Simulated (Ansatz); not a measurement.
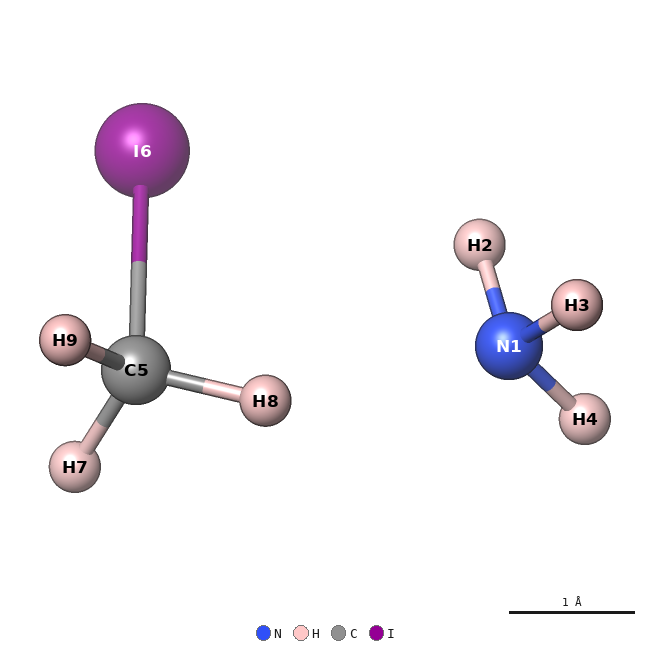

Source: calculation with Ansatz.

Orthographic view. Depth is shown by fading: the farther an atom, the more it takes the colour of the background. Geometry: a pair of rigid molecules at a changed separation.

Write the connection table.

N1: H2, H3, H4
H2: N1
H3: N1
H4: N1
C5: I6, H7, H8, H9
I6: C5
H7: C5
H8: C5
H9: C5
